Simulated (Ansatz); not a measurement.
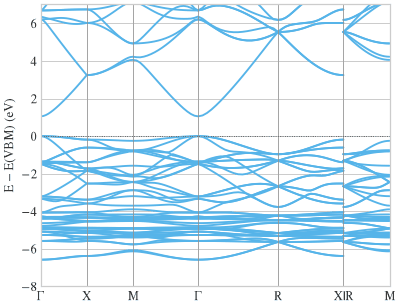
Band structure from the program Ansatz at the PBE level (PAW)

Read off the gap and where the band edges lie.

About 1.1 eV (1.05 eV by a search for the band edges); maximum at Γ, minimum at Γ.

Pick the material that matches.
(A) BaTiO3, cubic perovskite
(B) ZnO, Pm-3n (Zn on 6c, O on 6d)
(C) BP, Pm-3n (B on 6d, P on 6c)
(D) Cu2O, Pn-3m (Cu on 4c, O on 2a)

B, ZnO, Pm-3n (Zn on 6c, O on 6d)

The start of the workflow was typed in or built on a structure type; neither database checked (COD, Materials Project) lists it. It is not the phase usual at ambient conditions (space group No. 186). The PBE relaxation kept the symmetry of its start; its stability against distortions is not shown here.

Potentials: the earlier of the program's two PAW sets.
